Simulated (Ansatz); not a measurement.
**A computed series for InAgTe2: response to strain**

The reference is InAgTe$_{2}$ in the chalcopyrite structure (space group I-42d, No. 122; a = 6.569 Å, c = 13.003 Å). Axes: x, y, z lie along a, b, c of the conventional cell.

Strains are applied to the cell and any free atomic positions relax; under biaxial strain the out-of-plane vector relaxes too.

All numbers come from PBE (Ansatz, a quantum-chemistry and plane-wave program), no spin-orbit coupling.

Notes on the quantities. energy relative to the base: free energy F.

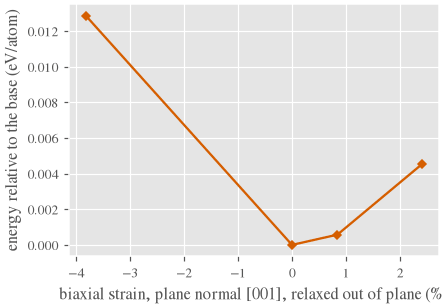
Figure. Energy relative to the base against biaxial strain, plane normal [001], relaxed out of plane

```tsv
biaxial strain, plane normal [001], relaxed out of plane (%)	energy relative to the base
-3.82	+13 meV/atom
0.84	+0.6 meV/atom
2.41	+4.5 meV/atom
```

The mesh was chosen for an insulator and is coarse for the gapless case. Whether these cells are dynamically stable was not tested. The final runs are not spin-polarised.
